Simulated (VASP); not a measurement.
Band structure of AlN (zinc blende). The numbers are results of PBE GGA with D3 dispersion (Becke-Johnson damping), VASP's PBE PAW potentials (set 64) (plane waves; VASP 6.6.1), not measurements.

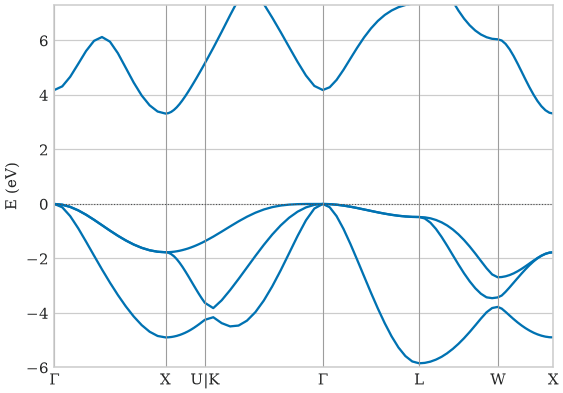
Bands along high-symmetry lines, zero at the valence-band maximum or, without a gap, the Fermi level

Problem. Read the plot: is there a gap, and where are the band edges?

Solution. The gap is indirect, 3.32 eV, from the valence maximum at Γ to the conduction minimum at X. (Edges off the drawn lines would not show.)

Measured: gap 5.34 eV (computed value off by -2.02 eV), as given by Daiki Deguchi et al., Japanese Journal of Applied Physics (2016), arXiv:1512.06930.

The compound is AlN in the zinc blende structure, a metastable form; wurtzite is the usual one. It was relaxed first.
